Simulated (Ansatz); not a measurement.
**C2H3FGe: basis-set convergence**

How large a basis does C2H3FGe need? Two functionals are run in growing sets.

The runs use Ansatz 0.2.0, Gaussian basis; one geometry, several basis sets.

The runs, in order: PBE0-D4/def2-SVP; ωB97M-V/def2-SVP; PBE0-D4/def2-QZVPP; ωB97M-V/def2-QZVPP; the functionals' def2-TZVPP values are taken from earlier runs.

## Step 1: The relaxed structure

The geometry comes from an earlier relaxation with PBE0-D4 in a triple-zeta def2 set; it is a stationary point, not always the lowest conformer.

7 atoms, charge 0, spin multiplicity 1.

Atoms are counted from 1 here; the program's logs count them from 0.

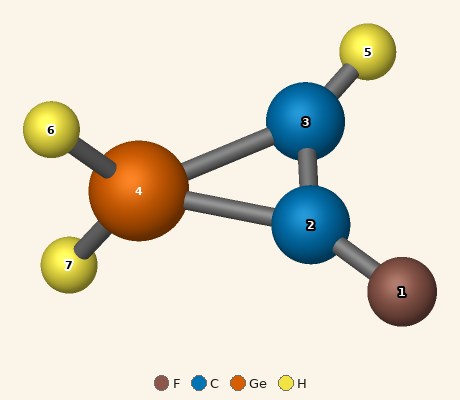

The structure; fluorine brown, carbon blue, germanium orange, hydrogen yellow; atoms are numbered from 1 in the order of the file.

## Step 2: PBE0-D4 in def2-SVP

File in.yaml:

```yaml
crystal:
  periodic: [false, false, false]
  atoms:
    - {symbol: F, position_ang: [-0.615421, -2.157431, 0.558927]}
    - {symbol: C, position_ang: [-0.191465, -0.946253, 0.243620]}
    - {symbol: C, position_ang: [0.983496, -0.362683, 0.139894]}
    - {symbol: Ge, position_ang: [-0.464185, 0.855934, -0.270406]}
    - {symbol: H, position_ang: [2.034383, -0.590955, 0.255466]}
    - {symbol: H, position_ang: [-0.904218, 1.910526, 0.751318]}
    - {symbol: H, position_ang: [-0.781291, 1.222963, -1.724519]}
basis:
  gaussian: {orbitals: def2-SVP}
hamiltonian: {xc: pbe0, dispersion: d4}
output: {orbitals: {seedname: orbitals}}
```

Command:

```
$ ansatz run in.yaml --threads 2 --pin off --events-out ev --progress --plain --max-ram 4352MiB
```

Further steps of the session: ωB97M-V in def2-SVP; PBE0-D4 in def2-QZVPP; ωB97M-V in def2-QZVPP.

Before running them: what should the planned runs give, taken together? Wanted: PBE0-D4: double and triple zeta above quadruple; ωB97M-V: double and triple zeta above quadruple.

**Answer**, as computed:

| quantity | value |
| --- | --- |
| PBE0-D4: double and triple zeta above quadruple | 14.25, 1.48 eV |
| ωB97M-V: double and triple zeta above quadruple | 14.34, 1.43 eV |

PBE0-D4 gains 12.77 eV from double to triple zeta, then 1.48 eV more. Total energies overstate the basis error of differences, where much of it tends to cancel. The LUMO of ωB97M-V is positive and keeps falling with the basis (1.84 to 1.12 eV): an unbound level that the basis holds in place.
